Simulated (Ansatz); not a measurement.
# Geometry relaxation, with input and output: Si$_{2}$NH$_{4}$ClO$_{2}$ (part 2 of 2)

Continued. System: Si$_{2}$NH$_{4}$ClO$_{2}$. Method: RKS PBE/def2-SVP (Ansatz 0.2.0). It belongs to a series of runs on one base structure; here: end point A relaxed.

Geometry of the input (Å):
```
N  0.5210  -1.8344  0.4917
Si 0.9531  -0.3725  1.3139
O  0.1702  0.7138  0.5946
Si -0.4791  1.8081  -0.1037
O  -0.4827  1.3809  -1.7363
Cl -2.5107  1.3549  0.3927
H  0.8053  -1.6792  -0.4798
H  -0.5060  -1.7624  0.4362
H  2.3703  -0.1367  0.9617
H  -0.7582  0.4764  -1.8679
```

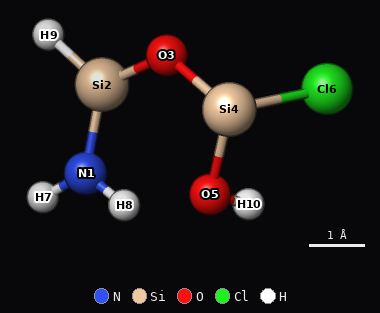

Figure 1. The geometry at step 17 of the log (ball-and-stick view, seen at a tilt; atoms are numbered from 1 in the order of the input).

### Trajectory as extended XYZ, continued
```
10
Properties=species:S:1:pos:R:3:forces:R:3 step=10 energy=-33897.58360
N     0.6614   -1.6555    0.1103    0.3164  -0.5691  -0.3080
Si    0.9955   -0.3228    1.1158    0.1219   0.0737  -0.2174
O     0.2925    1.1300    0.9910   -0.0020  -0.2668   0.0583
Si   -0.5510    2.0212   -0.3625    0.0368   0.1382  -0.1419
O    -0.6637    0.7368   -1.5138   -1.1642  -0.3448  -0.1347
Cl   -2.6004    2.0033    0.3437   -0.0482  -0.0090   0.0660
H     1.3597   -2.4104   -0.0934   -0.7057   0.6659   0.2392
H    -0.2053   -1.7144   -0.4507    0.4114   0.1166   0.1491
H     2.4267   -0.3861    1.5705   -0.1110  -0.0341   0.0585
H    -1.6321    0.5468   -1.7078    1.1447   0.2295   0.2310
10
Properties=species:S:1:pos:R:3:forces:R:3 step=11 energy=-33897.67305
N     0.6736   -1.6168    0.0742    0.1560  -0.2859  -0.1372
Si    1.0019   -0.3184    1.1166    0.0926   0.0362  -0.2664
O     0.3146    1.1317    0.9772   -0.0335  -0.1255   0.0373
Si   -0.5342    1.9881   -0.4126   -0.0077   0.0024  -0.1026
O    -0.7178    0.6097   -1.4631   -0.5841  -0.0883   0.0174
Cl   -2.5654    2.0553    0.3639    0.0153  -0.0013   0.0216
H     1.3326   -2.3984   -0.0895   -0.3861   0.3280   0.1145
H    -0.1310   -1.5742   -0.5724    0.2790   0.1265   0.1020
H     2.3897   -0.4211    1.6727   -0.0712  -0.0377   0.0942
H    -1.6807    0.4928   -1.6639    0.5397   0.0457   0.1192
10
Properties=species:S:1:pos:R:3:forces:R:3 step=12 energy=-33897.74923
N     0.6891   -1.5834    0.0332   -0.0713   0.0121  -0.1694
Si    1.0289   -0.3026    1.0839    0.0926   0.0244  -0.1112
O     0.3386    1.1397    0.9482    0.1204  -0.1767   0.1218
Si   -0.5242    1.9675   -0.4627   -0.0770   0.0066  -0.1630
O    -0.7732    0.5100   -1.4102   -0.0135   0.0070   0.0814
Cl   -2.5336    2.0917    0.3787    0.0295   0.0006   0.0137
H     1.2925   -2.4049   -0.0831   -0.1517   0.0567   0.0137
H    -0.0498   -1.4381   -0.6861    0.3276   0.1123   0.2357
H     2.3439   -0.4638    1.8042   -0.2411   0.0046  -0.0459
H    -1.7289    0.4328   -1.6031   -0.0156  -0.0476   0.0232
10
Properties=species:S:1:pos:R:3:forces:R:3 step=13 energy=-33897.80120
N     0.7016   -1.5409   -0.0086    0.0148  -0.0335  -0.2232
Si    1.0464   -0.2882    1.0620    0.3326  -0.3659  -0.0040
O     0.3776    1.1433    0.9311   -0.1420   0.3373   0.0159
Si   -0.5185    1.9505   -0.5199   -0.0136  -0.0418  -0.0437
O    -0.8095    0.4266   -1.3666   -0.0173   0.0636   0.0040
Cl   -2.5013    2.1175    0.3900    0.0609  -0.0228  -0.0153
H     1.2419   -2.4102   -0.0834   -0.1570   0.1091  -0.0329
H     0.0393   -1.2947   -0.7837    0.2163   0.0204   0.3215
H     2.2775   -0.5052    1.9059   -0.2782   0.0111  -0.0743
H    -1.7719    0.3501   -1.5238   -0.0164  -0.0776   0.0518
10
Properties=species:S:1:pos:R:3:forces:R:3 step=14 energy=-33897.82679
N     0.7371   -1.4971   -0.0723    0.1758  -0.1452  -0.1641
Si    1.0824   -0.2711    1.0195   -0.1295   0.3355   0.2484
O     0.4161    1.1811    0.8935    0.3248  -0.3859   0.0820
Si   -0.5022    1.9515   -0.5865   -0.0686  -0.1960  -0.0472
O    -0.8406    0.3727   -1.3385   -0.4499   0.0749  -0.1030
Cl   -2.4610    2.1256    0.3804    0.0390   0.0111  -0.0044
H     1.2072   -2.4112   -0.1137   -0.1860   0.2407  -0.0821
H     0.1052   -1.1855   -0.8568    0.1265  -0.0521   0.2843
H     2.1612   -0.5671    2.0452   -0.3276   0.0926  -0.3153
H    -1.8221    0.2500   -1.3677    0.4952   0.0244   0.1013
10
Properties=species:S:1:pos:R:3:forces:R:3 step=15 energy=-33897.85286
N     0.7515   -1.4669   -0.1082    0.2269  -0.1496   0.0410
Si    1.0578   -0.2654    1.0207    0.1232  -0.1978   0.1701
O     0.4402    1.1886    0.8738   -0.0338   0.1329   0.0654
Si   -0.4862    1.9346   -0.6173   -0.0015   0.0367  -0.1161
O    -0.8430    0.3644   -1.3633   -0.8170  -0.1108   0.0778
Cl   -2.4306    2.1316    0.3730    0.0389  -0.0358   0.0068
H     1.1889   -2.3948   -0.1408   -0.1318   0.1698  -0.0776
H     0.1367   -1.1348   -0.8917    0.0158  -0.0379   0.0976
H     2.0804   -0.5815    2.0804   -0.1938   0.0445  -0.1949
H    -1.8125    0.1732   -1.2234    0.7731   0.1478  -0.0701
10
Properties=species:S:1:pos:R:3:forces:R:3 step=16 energy=-33897.86646
N     0.7715   -1.4562   -0.1261    0.1079   0.0058   0.0706
Si    1.0364   -0.2637    1.0223    0.0018   0.0047  -0.0309
O     0.4374    1.1984    0.8530    0.1036   0.0111   0.0589
Si   -0.4655    1.9406   -0.6623   -0.1442  -0.1672   0.0242
O    -0.8701    0.3641   -1.3712   -0.2510  -0.0583  -0.0014
Cl   -2.3845    2.1052    0.3827   -0.0367   0.1017   0.0128
H     1.1993   -2.3840   -0.1570   -0.0617   0.0160  -0.0640
H     0.1525   -1.1272   -0.9056    0.0094  -0.0294   0.0379
H     2.0147   -0.5890    2.1045   -0.0802   0.0137  -0.0515
H    -1.8084    0.1607   -1.1373    0.3513   0.1020  -0.0565
10
Properties=species:S:1:pos:R:3:forces:R:3 step=17 energy=-33897.87152
N     0.7885   -1.4532   -0.1379    0.0195   0.0685   0.0476
Si    1.0438   -0.2622    1.0132   -0.0856   0.0380  -0.0056
O     0.4389    1.1988    0.8482    0.0524  -0.0548   0.0578
Si   -0.4816    1.9344   -0.6642   -0.0138   0.0142  -0.0625
O    -0.8745    0.3614   -1.3846   -0.0141   0.0164   0.0834
Cl   -2.3932    2.1526    0.3878    0.0398  -0.0318  -0.0269
H     1.2044   -2.3843   -0.1684   -0.0194  -0.0510  -0.0510
H     0.1550   -1.1307   -0.9080    0.0659  -0.0167   0.0066
H     1.9858   -0.5987    2.1184    0.0014   0.0121  -0.0291
H    -1.7840    0.1308   -1.1014   -0.0461   0.0051  -0.0202
10
Properties=species:S:1:pos:R:3:forces:R:3 step=18 energy=-33897.87403
N     0.7960   -1.4519   -0.1397    0.0430   0.0384   0.0382
Si    1.0377   -0.2653    1.0184   -0.0322   0.0187  -0.0353
O     0.4426    1.1978    0.8485    0.0079   0.0023   0.0336
Si   -0.4792    1.9301   -0.6687   -0.0164  -0.0169  -0.0226
O    -0.8843    0.3539   -1.3726   -0.0076   0.0265   0.0420
Cl   -2.3894    2.1546    0.3829    0.0245  -0.0046  -0.0149
H     1.2052   -2.3866   -0.1681   -0.0205  -0.0238  -0.0450
H     0.1733   -1.1252   -0.9157    0.0049  -0.0317   0.0121
H     1.9836   -0.5991    2.1193   -0.0004  -0.0030   0.0052
H    -1.8022    0.1407   -1.1012   -0.0033  -0.0059  -0.0134
10
Properties=species:S:1:pos:R:3:forces:R:3 step=19 energy=-33897.87461
N     0.8226   -1.4436   -0.1534    0.0087   0.0037   0.0494
Si    1.0404   -0.2627    1.0159   -0.0221  -0.0212  -0.0106
O     0.4441    1.2001    0.8500    0.0081  -0.0064   0.0120
Si   -0.4801    1.9221   -0.6759    0.0731  -0.0088  -0.0365
O    -0.8981    0.3393   -1.3528    0.0077   0.0149  -0.0107
Cl   -2.3756    2.1697    0.3764   -0.0745   0.0251   0.0363
H     1.2139   -2.3864   -0.1798   -0.0045   0.0072  -0.0137
H     0.1771   -1.1282   -0.9144    0.0126  -0.0026  -0.0162
H     1.9628   -0.6060    2.1350    0.0027   0.0101  -0.0188
H    -1.8240    0.1446   -1.0979   -0.0119  -0.0220   0.0088
10
Properties=species:S:1:pos:R:3:forces:R:3 step=20 energy=-33897.87525
N     0.8182   -1.4459   -0.1512    0.0117   0.0077   0.0319
Si    1.0361   -0.2653    1.0179   -0.0063  -0.0038  -0.0227
O     0.4425    1.1984    0.8502   -0.0081   0.0047   0.0131
Si   -0.4792    1.9233   -0.6757    0.0318  -0.0117  -0.0140
O    -0.8967    0.3417   -1.3559   -0.0030   0.0212   0.0069
Cl   -2.3808    2.1744    0.3752   -0.0195   0.0079   0.0082
H     1.2141   -2.3867   -0.1793   -0.0065   0.0007  -0.0167
H     0.1814   -1.1270   -0.9180    0.0040  -0.0134  -0.0038
H     1.9663   -0.6048    2.1307    0.0013   0.0019  -0.0019
H    -1.8188    0.1408   -1.0908   -0.0053  -0.0153  -0.0008
10
Properties=species:S:1:pos:R:3:forces:R:3 step=21 energy=-33897.87540
N     0.8196   -1.4469   -0.1512    0.0131   0.0053   0.0266
Si    1.0357   -0.2659    1.0178   -0.0047  -0.0127  -0.0145
O     0.4375    1.1958    0.8531   -0.0038   0.0178   0.0107
Si   -0.4785    1.9229   -0.6755    0.0270  -0.0149  -0.0096
O    -0.8988    0.3420   -1.3545    0.0045   0.0198   0.0003
Cl   -2.3804    2.1806    0.3728   -0.0215   0.0100   0.0068
H     1.2183   -2.3863   -0.1799   -0.0021  -0.0044  -0.0148
H     0.1831   -1.1307   -0.9187   -0.0025  -0.0071  -0.0050
H     1.9678   -0.6045    2.1293    0.0001   0.0021  -0.0027
H    -1.8211    0.1420   -1.0901   -0.0100  -0.0158   0.0022
10
Properties=species:S:1:pos:R:3:forces:R:3 step=22 energy=-33897.87577
N     0.8267   -1.4492   -0.1533    0.0080  -0.0104   0.0014
Si    1.0332   -0.2697    1.0187    0.0019  -0.0152   0.0023
O     0.4242    1.1881    0.8631   -0.0073   0.0291   0.0050
Si   -0.4757    1.9201   -0.6742    0.0029  -0.0157  -0.0031
O    -0.9072    0.3416   -1.3480    0.0018   0.0063   0.0026
Cl   -2.3832    2.2080    0.3575   -0.0002   0.0043   0.0018
H     1.2341   -2.3848   -0.1866    0.0042  -0.0025  -0.0036
H     0.1890   -1.1405   -0.9215   -0.0118   0.0081  -0.0036
H     1.9706   -0.6062    2.1262   -0.0013   0.0010  -0.0013
H    -1.8285    0.1416   -1.0788    0.0016  -0.0051  -0.0015
10
Properties=species:S:1:pos:R:3:forces:R:3 step=23 energy=-33897.87586
N     0.8304   -1.4485   -0.1557    0.0022  -0.0185  -0.0064
Si    1.0299   -0.2712    1.0199    0.0049  -0.0037   0.0009
O     0.4175    1.1860    0.8676    0.0002   0.0120  -0.0010
Si   -0.4740    1.9163   -0.6758    0.0011  -0.0036   0.0114
O    -0.9103    0.3375   -1.3439   -0.0075   0.0043  -0.0003
Cl   -2.3803    2.2226    0.3530    0.0058  -0.0029  -0.0089
H     1.2421   -2.3822   -0.1925    0.0047   0.0035   0.0042
H     0.1902   -1.1425   -0.9228   -0.0074   0.0121  -0.0003
H     1.9688   -0.6071    2.1262   -0.0021   0.0008   0.0010
H    -1.8310    0.1380   -1.0729   -0.0019  -0.0040  -0.0007
10
Properties=species:S:1:pos:R:3:forces:R:3 step=24 energy=-33897.87591
N     0.8320   -1.4480   -0.1569   -0.0031  -0.0092  -0.0080
Si    1.0298   -0.2722    1.0207    0.0025   0.0011   0.0007
O     0.4165    1.1853    0.8705   -0.0019  -0.0048  -0.0027
Si   -0.4714    1.9137   -0.6755   -0.0086   0.0009   0.0025
O    -0.9138    0.3357   -1.3413    0.0075  -0.0030   0.0003
Cl   -2.3801    2.2278    0.3459    0.0064   0.0013  -0.0012
H     1.2464   -2.3804   -0.1968    0.0028   0.0045   0.0056
H     0.1898   -1.1413   -0.9225   -0.0028   0.0084   0.0020
H     1.9682   -0.6086    2.1272   -0.0003   0.0005   0.0009
H    -1.8341    0.1370   -1.0682   -0.0025   0.0003   0.0000
```

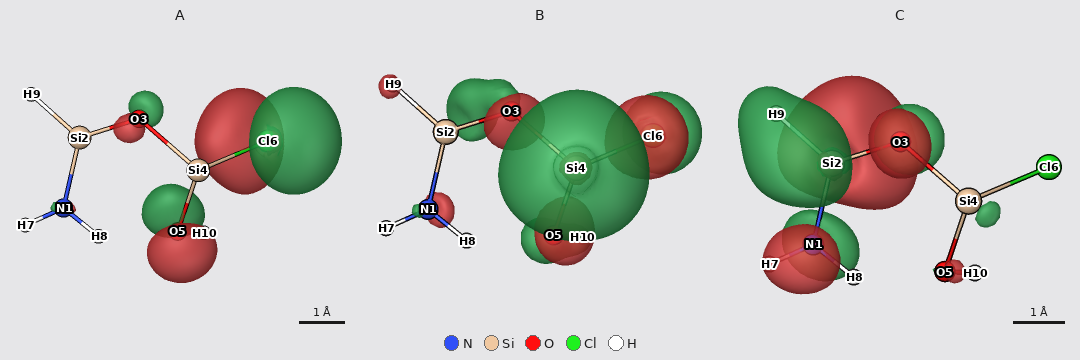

Figure 2. Three frontier orbitals at ±0.1 Å⁻³ᐟ² (green and red are the two phases). A is the HOMO−1 (−6.36 eV). B is the HOMO (−4.66 eV). By Hirshfeld shares it lies mainly on Si4 (65 %) and Cl6 (15 %). C is the LUMO (−2.67 eV). It lies mainly on Si2 (60 %), N1 (15 %) and O3 (15 %). The HOMO–LUMO gap is 1.99 eV between the orbital energies.

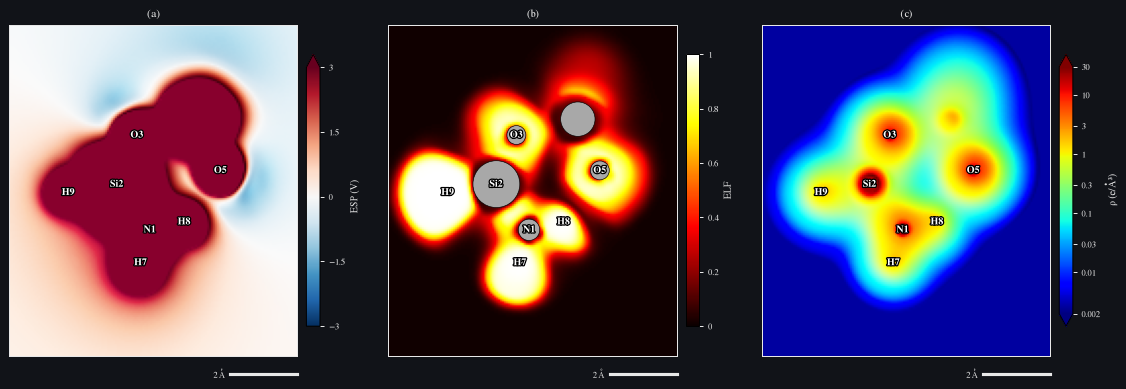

Figure 3. (a) electrostatic potential; (b) electron localisation function; (c) electron density on the plane of atoms Si2, N1 and H7. Grey discs, where drawn, cover atomic cores. The plane passes through N, Si, O and H nuclei. Si–O (1.59 Å): ρ at the midpoint is about 1.2 e/Å³; the ELF peaks at about 0.85 between the atoms. N–H (1.02 Å): ρ is about 2.7 e/Å³ halfway, with its minimum of 2.1 e/Å³ about 0.8 Å from N; the ELF climbs to about 1 towards the hydrogen, as it does in any bond to H (a covalent bond by its length). Si–H (1.49 Å): ρ at the midpoint is about 0.79 e/Å³; the ELF climbs to about 1 towards the hydrogen.

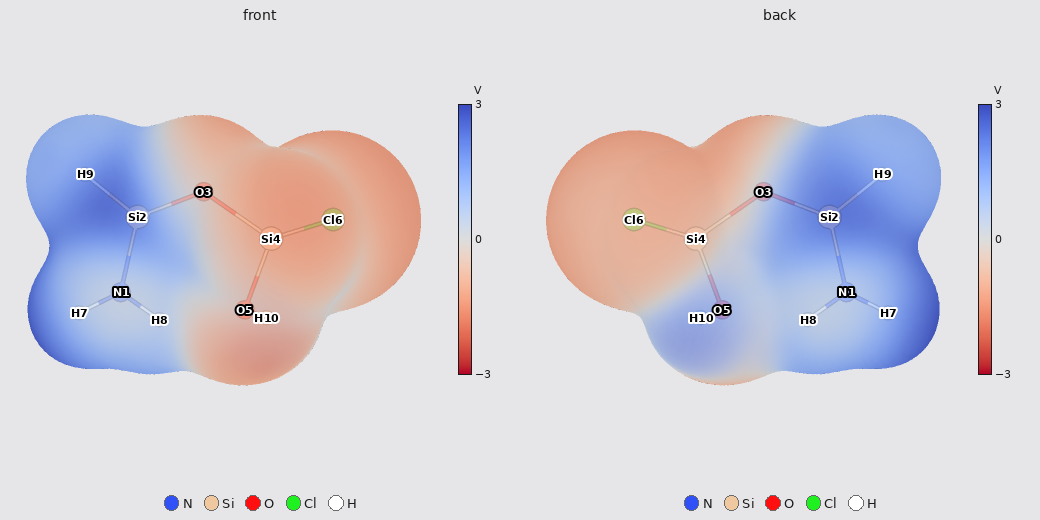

Figure 4. The molecular electrostatic potential painted on the density surface at 0.002 e/bohr³, seen face on and from behind; red is negative and blue positive.

### Summary

| quantity | value |
| --- | --- |
| outcome | converged |
| total energy | −33897.8759 eV |
| mean-field energy | −33897.8759 eV |
| largest force (length of the vector) at the end | 0.013 eV/Å |
| hardware | 2 threads of Arm Neoverse V1, 24 GiB of memory available, shared host |
| wall time | 80 s (CPU time 2.6 min) |
| peak memory | 0.16 GiB |
